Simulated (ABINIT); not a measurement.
# Quasiparticle gap of Tellurium (P3_121, 3 atoms a cell) in ABINIT

How does a plane-wave GW calculation on Tellurium (P3_121, 3 atoms a cell) run from the first input to the gap?

Method: PBE and many-body steps on it, plane waves, in ABINIT 10.8.3.

The database entry behind the starting cell differs from later determinations by our own check (inner coordinate of an old entry), so it need not match the best structure at ambient conditions.

## (1) The structure

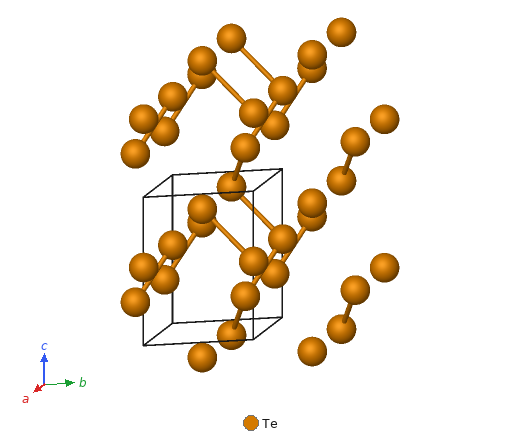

Start, viewed slightly off an axis; tellurium orange. 2×2×2 cells are drawn. Bonds to atoms that aren't drawn are left out. Some periodic images of atoms are drawn too.

The cell and positions come from the Crystallography Open Database and are kept as given unless a step says otherwise. Spin-orbit coupling is left out unless a step names it.

## (2) Ground state

This step: ABINIT 10.8.3; DFT, PBE, plane waves, norm-conserving pseudopotentials.

The ground-state density comes first.

File run.abi:

```
acell 3*1.0 Angstrom
rprim 
  4.454000000025 -0.000000000006 0.000000000000
  -2.227000000008 3.857277148481 0.000000000000
  0.000000000000 0.000000000000 5.924000000000
ntypat 1
znucl 52
natom 3
typat 1 1 1
xred 
  0.269000000000 0.000000000000 0.333333333333
  0.000000000000 0.269000000000 0.666666666667
  0.731000000000 0.731000000000 -0.000000000000
pp_dirpath "pseudos"
pseudos "Te.upf"
ecut 39
ngkpt 3 3 4
nshiftk 1
shiftk 0 0 0
kptopt 1
chksymbreak 0
nband 41
occopt 1
tolvrs 1e-08
nstep 60
prtwf 0
optforces 0
optstress 0
indata_prefix "in"
outdata_prefix "out"
tmpdata_prefix "tmp"
```

Command:

```sh
$ OMP_NUM_THREADS=1 mpirun -n 4 abinit run.abi > log
```

Numbers of over 12 decimals in the logs are rounded to 6 here.

The log of the run:

```text
.Version 10.8.3 of ABINIT. v10.8.2 released Aug 2026.

 Symmetries : space group P3_1 2 1 (#152); Bravais hP (primitive hexag.)
================================================================================
 Values of the parameters that define the memory need of the present run
     intxc =       0    ionmov =       0      iscf =       7    lmnmax =       8
     lnmax =       8     mgfft =      64  mpssoang =       4    mqgrid =    3148
     natom =       3  nloc_mem =       1    nspden =       1   nspinor =       1
    nsppol =       1      nsym =       6    n1xccc =    2501    ntypat =       1
    occopt =       1   xclevel =       2
-    mband =          41        mffmem =           1         mkmem =           3
       mpw =        8010          nfft =      147456          nkpt =          10
================================================================================
  Rough estimation (10% accuracy) of disk space for files :
================================================================================

--------------------------------------------------------------------------------
------------- Echo of variables that govern the present computation ------------
--------------------------------------------------------------------------------
 -outvars: echo values of preprocessed input variables --------
            acell      1.8897261259E+00  1.8897261259E+00  1.8897261259E+00 Bohr

      chksymbreak           0
             ecut      3.90000000E+01 Hartree
-          fftalg         312

              ixc     -101130
              kpt      0.00000000E+00  0.00000000E+00  0.00000000E+00
                       3.33333333E-01  0.00000000E+00  0.00000000E+00
                       3.33333333E-01  3.33333333E-01  0.00000000E+00
                       0.00000000E+00  0.00000000E+00  2.50000000E-01
                       3.33333333E-01  0.00000000E+00  2.50000000E-01
                      -3.33333333E-01  0.00000000E+00  2.50000000E-01
                       3.33333333E-01  3.33333333E-01  2.50000000E-01
                       0.00000000E+00  0.00000000E+00  5.00000000E-01
                       3.33333333E-01  0.00000000E+00  5.00000000E-01
                       3.33333333E-01  3.33333333E-01  5.00000000E-01
         kptrlatt        3    0    0      0    3    0      0    0    4
          kptrlen      2.52505205E+01
P           mkmem           3
            natom           3
            nband          41
            ngfft          48      48      64
             nkpt          10
            nstep          60
             nsym           6
           ntypat           1
              occ      2.000000  2.000000  2.000000  2.000000  2.000000  2.000000
                       2.000000  2.000000  2.000000  2.000000  2.000000  2.000000
                       2.000000  2.000000  2.000000  2.000000  2.000000  2.000000
                       2.000000  2.000000  2.000000  2.000000  2.000000  2.000000
                       2.000000  2.000000  2.000000  2.000000  2.000000  2.000000
                       2.000000  2.000000  2.000000  2.000000  2.000000  2.000000
                       0.000000  0.000000  0.000000  0.000000  0.000000
        optforces           0
        optstress           0
            prtwf           0
            rprim      4.4540000000E+00 -6.0000000000E-12  0.0000000000E+00
                      -2.2270000000E+00  3.8572771485E+00  0.0000000000E+00
[...]
spgroup         152

           tolvrs      1.00000000E-08

             xred      2.6900000000E-01  1.8503717077E-17  3.3333333333E-01
[...]
znucl       52.00000

================================================================================

 chkinp: Checking input parameters for consistency.

================================================================================
== DATASET  1 ==================================================================
-   mpi_nproc: 4, omp_nthreads: 1 (-1 if OMP is not activated)

--- !DatasetInfo
iteration_state: {dtset: 1, }
dimensions: {natom: 3, nkpt: 10, mband: 41, nsppol: 1, nspinor: 1, nspden: 1, mpw: 8010, }
cutoff_energies: {ecut:  39.0, pawecutdg:  -1.0, }
electrons: {nelect:   7.20000000E+01, charge:   0.00000000E+00, occopt:   1.00000000E+00, tsmear:   1.00000000E-02, }

 Real(R)+Recip(G) space primitive vectors, cartesian coordinates (Bohr,Bohr^-1):
 R(1)=  8.4168402  0.0000000  0.0000000  G(1)=  0.1188094  0.0685947  0.0000000
 R(2)= -4.2084201  7.2891974  0.0000000  G(2)=  0.0000000  0.1371893  0.0000000
 R(3)=  0.0000000  0.0000000 11.1947376  G(3)=  0.0000000  0.0000000  0.0893277
 Unit cell volume ucvol=  6.8681965E+02 bohr^3
 Angles (23,13,12)=  9.00000000E+01  9.00000000E+01  1.20000000E+02 degrees

 getcut: wavevector=  0.0000  0.0000  0.0000  ngfft=  48  48  64
         ecut(hartree)=     39.000   => boxcut(ratio)=   2.02859

--- Pseudopotential description ------------------------------------------------
- Te Generated using ONCVPSP code by D. R. Hamann
- 52.00000  24.00000  220131                  znucl, zion, pspdat
12 -101130 3 -1 1294                          pspcod,pspxc,lmax,lloc,mmax
     nproj     2     2     2     2
  pspatm : epsatm=   28.89495404
         --- l  ekb(1:nproj) -->
[...]
pspatm: atomic psp has been read  and splines computed

   6.24131007E+03                                ecore*ucvol(ha*bohr**3)
--------------------------------------------------------------------------------

_setup2: Arith. and geom. avg. npw (full set) are    7987.639    7987.626

================================================================================

--- !BeginCycle
iteration_state: {dtset: 1, }
solver: {iscf: 7, nstep: 60, nline: 4, wfoptalg: 0, }
tolerances: {tolvrs: 1.00E-08, }

     iter   Etot(hartree)      deltaE(h)  residm     vres2
 ETOT  1  -839.08343190695    -8.391E+02 9.747E-01 1.712E+01
 ETOT  2  -841.45445478324    -2.371E+00 1.937E-02 7.743E+00
 ETOT  3  -841.45650271447    -2.048E-03 1.751E-03 2.356E+00
 ETOT  4  -841.45664000663    -1.373E-04 3.909E-04 5.896E-01
 ETOT  5  -841.45678481902    -1.448E-04 3.060E-05 4.314E-03
 ETOT  6  -841.45678500668    -1.877E-07 1.090E-05 6.003E-04
 ETOT  7  -841.45678508897    -8.229E-08 1.102E-06 1.361E-05
 ETOT  8  -841.45678509048    -1.507E-09 5.180E-07 1.320E-06
 ETOT  9  -841.45678509072    -2.358E-10 6.215E-08 1.394E-07
 ETOT 10  -841.45678509072    -2.615E-12 3.190E-08 5.746E-10

 At SCF step   10       vres2   =  5.75E-10 < tolvrs=  1.00E-08 =>converged.

--- !ResultsGS
iteration_state: {dtset: 1, }
comment   : Summary of ground state results
lattice_vectors:
- [  8.4168402,  -0.0000000,   0.0000000, ]
- [ -4.2084201,   7.2891974,   0.0000000, ]
- [  0.0000000,   0.0000000,  11.1947376, ]
lattice_lengths: [   8.41684,    8.41684,   11.19474, ]
lattice_angles: [ 90.000,  90.000, 120.000, ] # degrees, (23, 13, 12)
lattice_volume:   6.8681965E+02
convergence: {deltae: -2.615E-12, res2:  5.746E-10, residm:  3.190E-08, diffor:  0.000E+00, }
etotal    :  -8.41456785E+02
entropy   :   0.00000000E+00
fermie    :   2.51304514E-01
cartesian_stress_tensor: null
pressure_GPa: null
xred      :
- [  2.6900E-01,   1.8504E-17,   3.3333E-01, Te]
- [  4.1791E-18,   2.6900E-01,   6.6667E-01, Te]
- [  7.3100E-01,   7.3100E-01,   9.2519E-18, Te]
cartesian_forces: null
force_length_stats: {min: null, max: null, mean: null, }

 Integrated electronic density in atomic spheres:
 ------------------------------------------------
 Atom  Sphere_radius  Integrated_density
[...]
2        2.00000         19.88490079
    3        2.00000         19.90733743
================================================================================

 ----iterations are completed or convergence reached----

 Mean square residual over all n,k,spin=   10.251E-11; max=  31.895E-09
 reduced coordinates (array xred) for    3 atoms
       0.269000000000      0.000000000000      0.333333333333
       0.000000000000      0.269000000000      0.666666666667
       0.731000000000      0.731000000000      0.000000000000
 rms dE/dt=  0.0000E+00; max dE/dt=  0.0000E+00; dE/dt below (all hartree)
    1       0.000000000000      0.000000000000      0.000000000000
    2       0.000000000000      0.000000000000      0.000000000000
    3       0.000000000000      0.000000000000      0.000000000000

 cartesian coordinates (angstrom) at end:
    1      1.198126    -1.61e-12     1.974667
    2     -0.599063     1.037608     3.949333
    3      1.627937     2.819670     0.000000
 length scales=  1.889726125908  1.889726125908  1.889726125908 bohr
              =  1.000000000000  1.000000000000  1.000000000000 angstroms
 prteigrs : about to open file out_EIG
 Fermi (or HOMO) energy (hartree) =   0.25130   Average Vxc (hartree)=  -0.35721
 Eigenvalues (hartree) for nkpt=  10  k points:
 kpt#   1, nband= 41, wtk=  0.02778, kpt=  0.0000  0.0000  0.0000 (reduced coord)
  -5.63044   -5.63044   -5.63044   -3.79578   -3.79578   -3.79569   -3.79476   -3.79470
  -3.79470   -3.78907   -3.78907   -3.78906   -1.12317   -1.12317   -1.12142   -1.12138
  -1.12138   -1.11863   -1.11651   -1.11641   -1.11641   -1.11560   -1.11536   -1.11536
  -1.11467   -1.11365   -1.11365   -0.24880   -0.12766   -0.12766    0.13905    0.15038
   0.15038    0.18985    0.18985    0.22019    0.28870    0.28870    0.31049    0.43568
   0.43568
 prteigrs : prtvol=0 or 1, do not print more k-points.

--- !EnergyTerms
iteration_state     : {dtset: 1, }
comment             : Components of total free energy in Hartree
kinetic             :  2.83680428112673E+02
hartree             :  2.98008347443389E+02
xc                  : -1.08425684415093E+02
Ewald energy        : -3.96916999249850E+02
psp_core            :  9.08726201339740E+00
local_psp           : -8.84224890416059E+02
non_local_psp       : -4.26652485791754E+01
total_energy        : -8.41456785090719E+02
total_energy_eV     : -2.28972055884050E+04
band_energy         : -1.34797608331637E+02

== END DATASET(S) ==============================================================
================================================================================

 -outvars: echo values of variables after computation  --------
           etotal     -8.4145678509E+02
            nband          41
             nkpt          10
          spgroup         152
 [... the other variables as echoed above ...]

 Calculation completed.
```

The job ended after 34 s (4 MPI ranks of Arm Neoverse V2, shared host; peak memory 0.45 GiB; 2.3 min of CPU time).

This step gave:

| Quantity | Value |
| --- | --- |
| total energy | -22897.2056 eV |
| gap | 0.1888 eV |
| k of the valence top | 0.3333, 0.3333, 0.5 |
| k of the conduction bottom | 0.3333, 0.3333, 0.5 |
| least direct gap | 0.1888 eV |

The gap is direct, at (0.333, 0.333, 0.500).

## (3) Bands along the symmetry lines

The cheap functional maps the bands first; the places of the edges decide which points the dearer methods must see.

File run.abi:

```
acell 3*1.0 Angstrom
rprim 
  4.454000000025 -0.000000000006 0.000000000000
  -2.227000000008 3.857277148481 0.000000000000
  0.000000000000 0.000000000000 5.924000000000
ntypat 1
znucl 52
natom 3
typat 1 1 1
xred 
  0.269000000000 0.000000000000 0.333333333333
  0.000000000000 0.269000000000 0.666666666667
  0.731000000000 0.731000000000 -0.000000000000
pp_dirpath "pseudos"
pseudos "Te.upf"
ecut 39
iscf -2
irdden 1
kptopt 0
nkpt 39
kpt 
  0.00000000 0.00000000 0.00000000
  0.12500000 0.00000000 0.00000000
  0.25000000 0.00000000 0.00000000
  0.37500000 0.00000000 0.00000000
  0.50000000 0.00000000 0.00000000
  0.45833333 0.08333333 0.00000000
  0.41666666 0.16666666 0.00000000
  0.37500000 0.25000000 0.00000000
  0.33333333 0.33333333 0.00000000
  0.25000000 0.25000000 0.00000000
  0.16666666 0.16666666 0.00000000
  0.08333333 0.08333333 0.00000000
  0.00000000 0.00000000 0.00000000
  0.00000000 0.00000000 0.12500000
  0.00000000 0.00000000 0.25000000
  0.00000000 0.00000000 0.37500000
  0.00000000 0.00000000 0.50000000
  0.12500000 0.00000000 0.50000000
  0.25000000 0.00000000 0.50000000
  0.37500000 0.00000000 0.50000000
  0.50000000 0.00000000 0.50000000
  0.45833333 0.08333333 0.50000000
  0.41666666 0.16666666 0.50000000
  0.37500000 0.25000000 0.50000000
  0.33333333 0.33333333 0.50000000
  0.25000000 0.25000000 0.50000000
  0.16666666 0.16666666 0.50000000
  0.08333333 0.08333333 0.50000000
  0.00000000 0.00000000 0.50000000
  0.50000000 0.00000000 0.50000000
  0.50000000 0.00000000 0.37500000
  0.50000000 0.00000000 0.25000000
  0.50000000 0.00000000 0.12500000
  0.50000000 0.00000000 0.00000000
  0.33333333 0.33333333 0.50000000
  0.33333333 0.33333333 0.37500000
  0.33333333 0.33333333 0.25000000
  0.33333333 0.33333333 0.12500000
  0.33333333 0.33333333 0.00000000
istwfk *1
nband 43
nbdbuf 2
tolwfr 1e-08
nstep 40
prtwf 0
prtvol 0
indata_prefix "in"
outdata_prefix "out"
tmpdata_prefix "tmp"
```

The log of the run:

```text
.Version 10.8.3 of ABINIT. v10.8.2 released Aug 2026.

 Symmetries : space group P3_1 2 1 (#152); Bravais hP (primitive hexag.)
[... echo of the input left out ...]
== DATASET  1 ==================================================================
-   mpi_nproc: 4, omp_nthreads: 1 (-1 if OMP is not activated)

--- !DatasetInfo
iteration_state: {dtset: 1, }
dimensions: {natom: 3, nkpt: 39, mband: 43, nsppol: 1, nspinor: 1, nspden: 1, mpw: 8030, }
cutoff_energies: {ecut:  39.0, pawecutdg:  -1.0, }
electrons: {nelect:   7.20000000E+01, charge:   0.00000000E+00, occopt:   1.00000000E+00, tsmear:   1.00000000E-02, }

 Real(R)+Recip(G) space primitive vectors, cartesian coordinates (Bohr,Bohr^-1):
 R(1)=  8.4168402  0.0000000  0.0000000  G(1)=  0.1188094  0.0685947  0.0000000
 R(2)= -4.2084201  7.2891974  0.0000000  G(2)=  0.0000000  0.1371893  0.0000000
 R(3)=  0.0000000  0.0000000 11.1947376  G(3)=  0.0000000  0.0000000  0.0893277
 Unit cell volume ucvol=  6.8681965E+02 bohr^3
 Angles (23,13,12)=  9.00000000E+01  9.00000000E+01  1.20000000E+02 degrees

 getcut: wavevector=  0.0000  0.0000  0.0000  ngfft=  48  48  64
         ecut(hartree)=     39.000   => boxcut(ratio)=   2.02859

--- Pseudopotential description ------------------------------------------------
- Te Generated using ONCVPSP code by D. R. Hamann
- 52.00000  24.00000  220131                  znucl, zion, pspdat
12 -101130 3 -1 1294                          pspcod,pspxc,lmax,lloc,mmax
     nproj     2     2     2     2
  pspatm : epsatm=   28.89495404
         --- l  ekb(1:nproj) -->
             0    9.158100   -0.350391
             1    3.254928   -0.666646
             2   -3.247931   -0.911641
[...]
pspatm: atomic psp has been read  and splines computed

--------------------------------------------------------------------------------

================================================================================
 prteigrs : about to open file out_EIG
 Non-SCF case, kpt    1 (  0.00000  0.00000  0.00000), residuals and eigenvalues=
  5.79E-09  9.92E-09  4.90E-09  6.29E-09  2.38E-09  3.12E-09  3.15E-09  6.17E-09
  4.66E-09  5.50E-09  3.32E-09  6.87E-09  4.44E-09  2.71E-09  4.46E-09  4.50E-09
  7.04E-09  6.72E-09  9.37E-09  3.66E-09  2.82E-09  6.25E-09  3.91E-09  4.26E-09
[...]
-5.6304E+00 -5.6304E+00 -5.6304E+00 -3.7958E+00 -3.7958E+00 -3.7957E+00
 -3.7948E+00 -3.7947E+00 -3.7947E+00 -3.7891E+00 -3.7891E+00 -3.7891E+00
 -1.1232E+00 -1.1232E+00 -1.1214E+00 -1.1214E+00 -1.1214E+00 -1.1186E+00
[...]
4.8490E-01
 Non-SCF case, kpt    2 (  0.12500  0.00000  0.00000), residuals and eigenvalues=
[...]
4.8910E-01
 Non-SCF case, kpt    3 (  0.25000  0.00000  0.00000), residuals and eigenvalues=
[...]
5.1855E-01
[...]
Non-SCF case, kpt   38 (  0.33333  0.33333  0.12500), residuals and eigenvalues=
[...]
5.7839E-01
 Non-SCF case, kpt   39 (  0.33333  0.33333  0.00000), residuals and eigenvalues=
[...]
8.6932E-02  8.6932E-02  1.3842E-01  1.3842E-01  1.4330E-01  1.5207E-01
  3.5690E-01  3.5690E-01  3.6765E-01  4.3093E-01  4.6661E-01  4.6661E-01
  5.7046E-01

--- !ResultsGS
iteration_state: {dtset: 1, }
comment   : Summary of ground state results
lattice_vectors:
- [  8.4168402,  -0.0000000,   0.0000000, ]
- [ -4.2084201,   7.2891974,   0.0000000, ]
- [  0.0000000,   0.0000000,  11.1947376, ]
lattice_lengths: [   8.41684,    8.41684,   11.19474, ]
lattice_angles: [ 90.000,  90.000, 120.000, ] # degrees, (23, 13, 12)
lattice_volume:   6.8681965E+02
convergence: {deltae:  0.000E+00, res2:  0.000E+00, residm:  9.980E-09, diffor:  0.000E+00, }
etotal    :  -8.41456785E+02
entropy   :   0.00000000E+00
fermie    :   2.51304514E-01
cartesian_stress_tensor: null
pressure_GPa: null
xred      :
- [  2.6900E-01,   1.8504E-17,   3.3333E-01, Te]
- [  4.1791E-18,   2.6900E-01,   6.6667E-01, Te]
- [  7.3100E-01,   7.3100E-01,   9.2519E-18, Te]
cartesian_forces: null
force_length_stats: {min: null, max: null, mean: null, }

 Integrated electronic density in atomic spheres:
 ------------------------------------------------
 Atom  Sphere_radius  Integrated_density
[...]
================================================================================

 ----iterations are completed or convergence reached----

 Mean square residual over all n,k,spin=   47.280E-10; max=  99.797E-10
 reduced coordinates (array xred) for    3 atoms
[...]
cartesian coordinates (angstrom) at end:
    1      1.198126    -1.61e-12     1.974667
    2     -0.599063     1.037608     3.949333
    3      1.627937     2.819670     0.000000
 length scales=  1.889726125908  1.889726125908  1.889726125908 bohr
              =  1.000000000000  1.000000000000  1.000000000000 angstroms
 prteigrs : about to open file out_EIG
 Eigenvalues (hartree) for nkpt=  39  k points:
 kpt#   1, nband= 43, wtk=  1.00000, kpt=  0.0000  0.0000  0.0000 (reduced coord)
[...]
kpt#   2, nband= 43, wtk=  1.00000, kpt=  0.1250  0.0000  0.0000 (reduced coord)
[...]
kpt#   3, nband= 43, wtk=  1.00000, kpt=  0.2500  0.0000  0.0000 (reduced coord)
[...]
kpt#  38, nband= 43, wtk=  1.00000, kpt=  0.3333  0.3333  0.1250 (reduced coord)
[...]
0.46005    0.47153    0.57839
 kpt#  39, nband= 43, wtk=  1.00000, kpt=  0.3333  0.3333  0.0000 (reduced coord)
[...]
-1.11514   -1.11342   -1.11342   -0.20323   -0.14123   -0.14123    0.08693    0.08693
   0.13842    0.13842    0.14330    0.15207    0.35690    0.35690    0.36765    0.43093
   0.46661    0.46661    0.57046

== END DATASET(S) ==============================================================
================================================================================

 -outvars: echo values of variables after computation  --------
            nband          43
             nkpt          39
          spgroup         152
 [... the other variables as echoed above ...]

 Calculation completed.
```

It took 50 s on 4 MPI ranks; peak memory 0.54 GiB; 3.3 min of CPU time.

Numbers from this step:

```yaml
gap: 0.1888 eV
k_of_the_valence_top: 0.3333, 0.3333, 0.5
k_of_the_conduction_bottom: 0.3333, 0.3333, 0.5
least_direct_gap: 0.1888 eV
```

The gap is 0.189 eV, as in the run before at this level.

The electronic bands at the labelled points (eV, zero at the top of the highest filled band):

```tsv
point	band 33	band 34	band 35	band 36	band 37	band 38	band 39	band 40
Γ	-2.75	-1.67	-1.67	-0.85	1.02	1.02	1.61	5.02
M	-3.59	-3.51	-1.02	-0.81	0.85	0.91	2.96	3.73
K	-3.07	-3.07	-2.94	-2.70	2.87	2.87	3.17	4.89
Γ	-2.75	-1.67	-1.67	-0.85	1.02	1.02	1.61	5.02
A	-2.66	-1.32	-1.02	-1.02	0.48	0.50	0.50	4.05
L	-3.63	-2.45	-2.12	-0.20	0.75	1.96	2.56	4.58
H	-5.01	-0.96	0.00	0.00	0.19	1.33	1.33	5.94
A	-2.66	-1.32	-1.02	-1.02	0.48	0.50	0.50	4.05
jump to L	-3.63	-2.45	-2.12	-0.20	0.75	1.96	2.56	4.58
M	-3.59	-3.51	-1.02	-0.81	0.85	0.91	2.96	3.73
jump to H	-5.01	-0.96	0.00	0.00	0.19	1.33	1.33	5.94
K	-3.07	-3.07	-2.94	-2.70	2.87	2.87	3.17	4.89
```

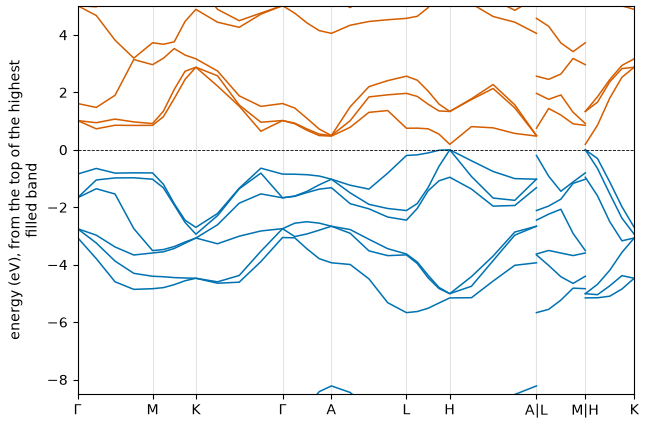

Electronic bands along the path; lines of filled and empty bands in two colours.

(Part 1 of 2 ends here.)

[Paths, hosts, dates, memory and timing lines, banners, echoed tables and standing remarks are left out of the program output.]

[Logs are printed without paths, hosts, clocks, repeated set-up lines and the standing remarks that a program may print on its own settings, such as how far it seeks lower states.]

[Runs of the session that timed out or met a known fault of the program may be left out.]

[Hosts, paths, dates, database ids (printed as entryN), source tags and the programs' standing remarks are cut or masked in the printed files.]

[G0W0 gaps are taken among the corrected bands and points alone; a level outside them can change the order at an edge.]

[Where Ansatz stands beside ABINIT at settings called matched, ABINIT's density can come from a denser mesh and the files from another edition; pairs whose starting gaps differed by over 0.03 eV were left out, so agreement reads better than it is.]
